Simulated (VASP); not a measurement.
Band structure of CaO (rock salt). These are revTPSS meta-GGA, VASP's PBE PAW potentials (set 64) (plane waves; VASP) values and carry that method's errors.

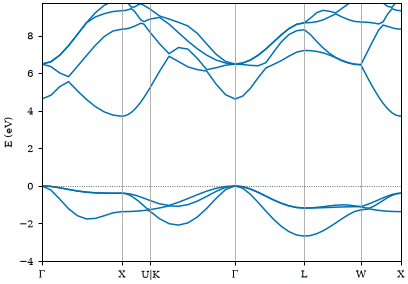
Figure. Bands along high-symmetry lines, zero at the valence-band maximum or, without a gap, the Fermi level

Problem. Read the plot: is there a gap, and where are the band edges?

Solution. The gap is indirect, 3.71 eV, from the valence maximum at Γ to the conduction minimum at X.

The compound is CaO in the rock salt structure. It was relaxed first.
